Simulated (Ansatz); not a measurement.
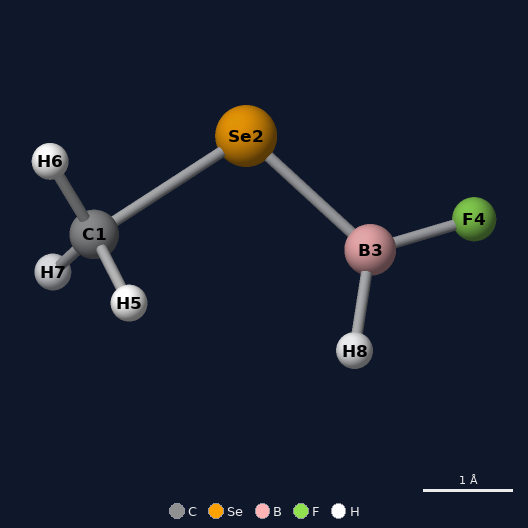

Source: calculation with Ansatz.

Atoms carry their numbers in the input. Geometry: atoms displaced at random (about 0.1 Å) from a stationary point of GFN2-xTB.

Give the bond lengths.

```csv
bond,length (Å),order
C1–Se2,2.146,single
C1–H5,1.273,single
C1–H6,1.207,single
C1–H7,1.033,single
Se2–B3,1.916,single
B3–F4,1.267,single
B3–H8,1.243,single
```
